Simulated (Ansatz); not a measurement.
**SiH3Br (SMILES [SiH3]Br) at 6 levels**

We compute a comparison of 6 runs (r2SCAN0/STO-3G, revPBE/STO-3G, wB97X/STO-3G, MP2/STO-3G, UMP2/STO-3G, CCSDT/STO-3G) of SiH3Br. 

The calculation is run with Ansatz 0.2.0.

56 further runs of the same task are left out: 6 that didn't finish, 50 set aside as unsound or not needed.

**1. Starting point**

The species is SiH3Br (5 atoms), meant as a singlet with charge 0. As SMILES, `[SiH3]Br`. The H3–Si1 distance was set to 2.221 Å, away from the relaxed value. At this shape a bond of the SMILES string is far longer than usual.

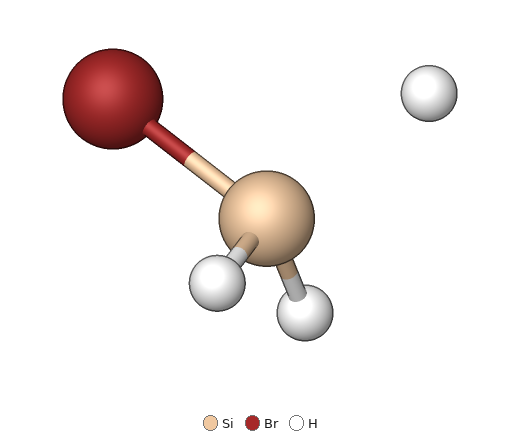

Viewed from a chosen angle; silicon light orange, bromine red, hydrogen white.

**2. A single-point energy at r2SCAN0/STO-3G (run 1)**

File in.yaml:

```yaml
crystal:
  periodic: [false, false, false]
  atoms:
    - {symbol: Si, position_ang: [0.311170, 0.136739, -0.618786]}
    - {symbol: Br, position_ang: [2.311610, -0.624491, -0.032316]}
    - {symbol: H, position_ang: [-1.064550, -0.105170, 1.107850]}
    - {symbol: H, position_ang: [-0.166960, -0.650711, -1.777836]}
    - {symbol: H, position_ang: [0.443080, 1.566199, -0.981176]}
basis:
  gaussian: {orbitals: STO-3G}
hamiltonian: {xc: {name: r2SCAN0}}
accuracy: high
```

Run with:

```bash
ansatz run in.yaml --threads 1 --pin off --max-ram 3480MiB --events-out events.jsonl --progress --plain --runs-dir runs
```

Standard output:

```text
Warning: RAYON_NUM_THREADS=1 ignored (pool sized by the plan → 1); use --threads N
Functional definition: r2SCAN0
  name "r2SCAN0"
  parameter a = 0.25
  parameter k0 = 0.174
  parameter k1 = 0.065
  parameter a1 = 4.9479
  exchange = (1 - a)*r2scan_x(k0 = k0, k1 = k1, a1 = a1) + a*exact_x
  correlation = r2scan_c
440 factors; integrals over basis functions are off by at most 1.1e-8 eV
mean field evaluation 1: about -77114.3867 eV, gradient 2.2e1 eV
mean field evaluation 2: about -77112.9364 eV, gradient 2.6e1 eV
mean field evaluation 4: about -77116.8747 eV, gradient 3.6e-1 eV
mean field evaluation 8: about -77116.8238 eV, gradient 2.1e-3 eV
mean field evaluation 16: about -77116.8238 eV, gradient 5.5e-9 eV
mean field -77116.82381839 eV, -2833.9910036653 hartree, gradient 5.6e-9 eV, S^2 0.000000; 0 other end points of the search recorded, 0 dependent functions left out
reference -77116.82381870 eV, -2833.9910036767 hartree; 26, 26 occupied and 4, 4 virtual orbitals, 440 factors
Total energy: -77116.82381870 eV, -2833.9910036767 hartree
```

Run time: 4.2 s. Hardware: 1 thread of Arm Neoverse V1, shared host; peak memory 0.15 GiB.

**3. A single-point energy at revPBE/STO-3G (run 2)**

in.yaml, as its differences from that of step 2:

```diff
@@ -9,4 +9,8 @@
 basis:
-  gaussian: {orbitals: STO-3G}
-hamiltonian: {xc: {name: r2SCAN0}}
+  gaussian:
+    orbitals: STO-3G
+magnetization:
+  spin_polarized: false
+hamiltonian:
+  xc: {name: revPBE}
 accuracy: high
```

Run with:

```bash
ansatz run in.yaml --threads 1 --pin off --max-ram 3480MiB --events-out events.jsonl --progress --plain --runs-dir runs
```

Standard output:

```text
Warning: RAYON_NUM_THREADS=1 ignored (pool sized by the plan → 1); use --threads N
Functional definition: revPBE
  name "revPBE"
  parameter kappa = 1.245
  parameter beta = 0.06672455060314922
  exchange = pbe_x(kappa = kappa, mu = beta*pi^2/3)
  correlation = pbe_c(beta = beta)
440 factors; integrals over basis functions are off by at most 1.1e-8 eV
mean field evaluation 1: about -77102.1035 eV, gradient 2.7e1 eV
mean field evaluation 2: about -77094.6790 eV, gradient 3.9e1 eV
mean field evaluation 4: about -77105.4160 eV, gradient 1.9e0 eV
mean field evaluation 8: about -77105.3633 eV, gradient 1.2e-1 eV
mean field evaluation 16: about -77105.3634 eV, gradient 6.2e-7 eV
mean field -77105.36339815 eV, -2833.5698409897 hartree, gradient 3.9e-8 eV, S^2 0.000000; 0 other end points of the search recorded, 0 dependent functions left out
reference -77105.36340039 eV, -2833.5698410718 hartree; 26, 26 occupied and 4, 4 virtual orbitals, 440 factors
Total energy: -77105.36340039 eV, -2833.5698410718 hartree
```

It took 1.5 s on 1 thread of Arm Neoverse V1, shared host; peak memory 0.1 GiB.

Runs 3 to 5 aren't shown in full; the table further down has their settings and results.

**4. The energy at CCSDT/STO-3G (run 6)**

File job.yaml:

```yaml
crystal:
  periodic: [false, false, false]
  atoms:
    - symbol: Si
      position_ang: [0.311170, 0.136739, -0.618786]
    - symbol: Br
      position_ang: [2.311610, -0.624491, -0.032316]
    - symbol: H
      position_ang: [-1.064550, -0.105170, 1.107850]
    - symbol: H
      position_ang: [-0.166960, -0.650711, -1.777836]
    - symbol: H
      position_ang: [0.443080, 1.566199, -0.981176]
basis:
  gaussian:
    orbitals: STO-3G
correlation:
  method: ccsdt
  frozen_orbitals: {Br: 9, H: 0, Si: 5}
accuracy: high
scf:
  omitted_lower_state_checks: [cluster_reference, increment]
```

Run with:

```bash
ansatz run job.yaml --threads 1 --pin off --max-ram 3480MiB --events-out events.jsonl --progress --plain --runs-dir runs
```

Standard output, shortened:

```text
Warning: RAYON_NUM_THREADS=1 ignored (pool sized by the plan → 1); use --threads N
Functional definition: HF
  name "HF"
[...]
440 factors; integrals over basis functions are off by at most 1.1e-8 eV
[...]
mean field -77059.97413435 eV, -2831.9018163110 hartree, gradient 8.1e-8 eV, S^2 0.000000; 0 other end points of the search recorded, 0 dependent functions left out; unrestricted orbitals would lower it
14 core orbitals not correlated: weight in the atoms' cores, before any rotation towards them, 1.000 or more for the frozen orbitals, at most 0.000 for the correlated occupied ones
reference -77059.97413435 eV, -2831.9018163110 hartree; 12, 12 occupied and 4, 4 virtual orbitals, 440 factors
second order -1.88426995 eV of doubles, -0.00000000 eV of singles
cycle   1  -2.52153319 eV  change   -6.4e-1 eV  update   9.7e-2
[...]
cycle  26  -3.02846219 eV  change   5.5e-10 eV  update   1.0e-9
Total energy: -77063.00259654 eV, -2832.0131102438 hartree
Checks for a lower state left out: cluster_reference, increment
```

It took 0.96 s on 1 thread of Arm Neoverse V1, shared host; peak memory 0.099 GiB.

**5. All runs side by side**

| run | level | frozen core orbitals | energy (Eh) | wall time |
| --- | --- | --- | --- | --- |
| 1 | r2SCAN0/STO-3G | – | -2833.991004 | 4.2 s |
| 2 | revPBE/STO-3G | – | -2833.569841 | 1.5 s |
| 3 | wB97X/STO-3G | – | -2833.909497 | 6.9 s |
| 4 | MP2/STO-3G | 14 | -2831.971062 | 0.26 s |
| 5 | UMP2/STO-3G | 14 | -2831.963555 | 0.62 s |
| 6 | CCSDT/STO-3G | 14 | -2832.013110 | 0.96 s |

**6. Outcome**

| quantity | value |
| --- | --- |
| run 6: total energy | -2832.01311 Eh |
| run 6: correlation energy (14 core orbitals frozen) | -111.3 mEh |
| run 6: T1 diagnostic | 0.006 |

In words: Totals of different functionals can't be ranked against each other. In runs 4, 6 the log says that unrestricted orbitals would lower the reference, so the values rest on an unstable closed-shell determinant (other closed-shell runs at this shape may share the fault). In runs 1, 2, 3, 4, 5, 6 the basis is minimal, so the values are rough. Spin contamination of the reference: run 5 ⟨S²⟩ = 0.57. All runs together took 14 s, the longest 6.9 s.
